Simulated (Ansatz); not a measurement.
# UB3LYP/6-31G(d) (spherical functions) run of SiH2ClO (SMILES O[SiH]Cl)

What is the vertical doublet–quartet gap of SiH2ClO at UB3LYP/6-31G* (spherical functions)? 

Program for the calculation: Ansatz 0.2.0.

33 further runs of the same task are left out: 33 set aside as unsound or not needed. Runs told in other sessions of the task aren't counted.

### 1 The system as given

SiH2ClO: 5 atoms, total charge 0, spin state doublet. As SMILES, `O[SiH]Cl`. Geometry: relaxed at PBE0-D4/def2-TZVP. This is one conformer, not always the lowest.

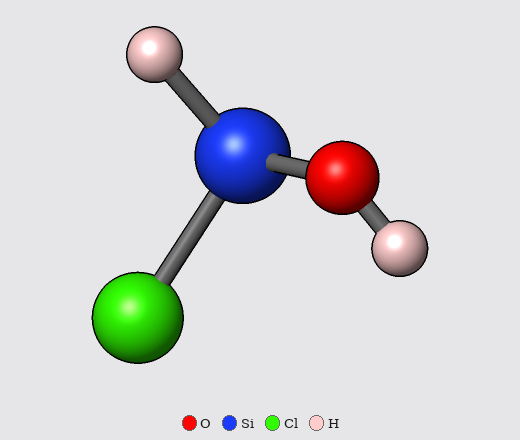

The structure, seen from a chosen angle (oxygen red, silicon blue, chlorine green, hydrogen pink).

### 2 A single-point energy at UB3LYP/6-31G(d) (spherical functions)

File input.yaml:

```yaml
crystal:
  periodic: [false, false, false]
  atoms:
    - symbol: O
      position_ang: [-0.806100, -0.432000, -0.746500]
    - symbol: Si
      position_ang: [-0.092300, 0.479800, 0.414000]
    - symbol: Cl
      position_ang: [1.606600, -0.440800, 1.143600]
    - symbol: H
      position_ang: [-1.024100, -1.343200, -0.540000]
    - symbol: H
      position_ang: [0.316000, 1.736300, -0.271100]
basis:
  gaussian:
    orbitals: 6-31G_st_-spherical.json
magnetization:
  spin_polarized: true
  initial_magnetization: 1
hamiltonian:
  xc: {name: B3LYP}
accuracy: high
output: {orbitals: {seedname: orbitals}}
```

The basis set 6-31G* is read from a file made from the Basis Set Exchange's data (not shown).

Launch:

```sh
ansatz run input.yaml --threads 1 --pin off --max-ram 2610MiB --events-out events.jsonl --progress --plain --runs-dir runs
```

Output:

```text
Warning: RAYON_NUM_THREADS=1 ignored (pool sized by the plan → 1); use --threads N
Functional definition: B3LYP
  name "B3LYP"
  parameter a0 = 0.2
  parameter ax = 0.72
  parameter ac = 0.81
  exchange = (1 - a0 - ax)*slater_x + ax*b88_x + a0*exact_x
  correlation = (1 - ac)*vwn_rpa_c + ac*lyp_c
1102 factors; integrals over basis functions are off by at most 3.4e-9 eV
mean field evaluation 1: about -22476.0307 eV, gradient 3.5e1 eV
mean field evaluation 2: about -22460.7782 eV, gradient 7.0e1 eV
mean field evaluation 4: about -22480.3125 eV, gradient 2.4e0 eV
mean field evaluation 8: about -22480.4575 eV, gradient 1.3e-1 eV
mean field evaluation 16: about -22480.4576 eV, gradient 1.9e-4 eV
mean field -22480.45760789 eV, -826.1415792884 hartree, gradient 7.0e-8 eV, S^2 0.751501; 0 other end points of the search recorded, 0 dependent functions left out
reference -22480.45764158 eV, -826.1415805264 hartree; 21, 20 occupied and 33, 34 virtual orbitals, 1102 factors
Total energy: -22480.45764158 eV, -826.1415805264 hartree
```

Run time: 6.6 s. Hardware: 1 thread of Arm Neoverse V1, shared host; peak memory 0.21 GiB.

### 3 The quartet

File in.yaml:

```yaml
crystal:
  periodic: [false, false, false]
  atoms:
    - {symbol: O, position_ang: [-0.806100, -0.432000, -0.746500]}
    - {symbol: Si, position_ang: [-0.092300, 0.479800, 0.414000]}
    - {symbol: Cl, position_ang: [1.606600, -0.440800, 1.143600]}
    - {symbol: H, position_ang: [-1.024100, -1.343200, -0.540000]}
    - {symbol: H, position_ang: [0.316000, 1.736300, -0.271100]}
basis:
  gaussian:
    orbitals: 6-31G_st_-spherical.json
magnetization:
  spin_polarized: true
  initial_magnetization: 3
hamiltonian:
  xc: {name: B3LYP}
accuracy: high
output: {orbitals: {seedname: orbitals}}
```

The basis set 6-31G* is read from a file made from the Basis Set Exchange's data (not shown).

Launch:

```sh
ansatz run in.yaml --threads 1 --pin off --max-ram 2610MiB --events-out events.jsonl --progress --plain --runs-dir runs
```

Output (excerpt; [...] marks lines left out):

```text
Warning: RAYON_NUM_THREADS=1 ignored (pool sized by the plan → 1); use --threads N
[... 7 set-up lines as earlier in the session ...]
1103 factors; integrals over basis functions are off by at most 3.4e-9 eV
mean field evaluation 1: about -22464.9858 eV, gradient 4.0e1 eV
mean field evaluation 2: about -22405.3597 eV, gradient 1.1e2 eV
mean field evaluation 4: about -22471.1076 eV, gradient 1.5e1 eV
mean field evaluation 8: about -22472.3788 eV, gradient 1.6e0 eV
mean field evaluation 16: about -22472.5876 eV, gradient 1.8e-1 eV
mean field evaluation 32: about -22472.5937 eV, gradient 4.8e-4 eV
mean field evaluation 64: about -22472.5085 eV, gradient 6.6e-1 eV
mean field -22472.59366316 eV, -825.8525846500 hartree, gradient 3.4e-8 eV, S^2 3.756192; 7 other end points of the search recorded, 0 dependent functions left out
reference -22472.59369845 eV, -825.8525859471 hartree; 22, 19 occupied and 32, 35 virtual orbitals, 1103 factors
Total energy: -22472.59369845 eV, -825.8525859471 hartree
```

Wall time 16 s (1 thread of Arm Neoverse V1, shared host); peak memory 0.21 GiB.

### 4 What came out

Level: UB3LYP/6-31G* (spherical functions).

| quantity | value |
| --- | --- |
| doublet: total energy | -826.14158 Eh |
| doublet: HOMO energy (highest over α and β) | -5.92 eV |
| doublet: LUMO energy (lowest over α and β) | -2.87 eV |
| doublet: ⟨S²⟩ | 0.752 |
| quartet: total energy | -825.85259 Eh |
| quartet: HOMO energy (highest over α and β) | -1.68 eV |
| quartet: ⟨S²⟩ | 3.756 |
| vertical energy of the quartet above the doublet | 7.864 eV |

In words: At this shape the quartet lies 7.86 eV (181 kcal/mol) above the doublet.
